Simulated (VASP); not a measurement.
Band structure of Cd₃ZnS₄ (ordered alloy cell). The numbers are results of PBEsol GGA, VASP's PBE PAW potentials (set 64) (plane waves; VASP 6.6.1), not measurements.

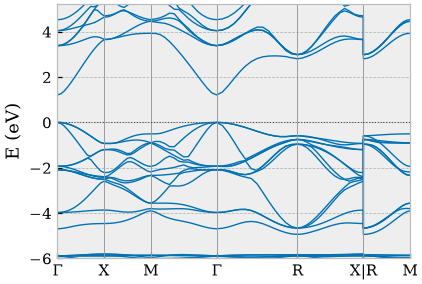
Fig. 1. Bands along high-symmetry lines, zero at the valence-band maximum or, without a gap, the Fermi level

Task: Read the plot: is there a gap, and where are the band edges?

Result: The gap is direct, 1.21 eV, from the valence maximum at Γ to the conduction minimum at Γ. (Edges off the drawn lines would not show.)

The structure was generated: Cd3ZnS4 was put into an ordered model structure (P-43m), which need not be its known phase. It was relaxed first.
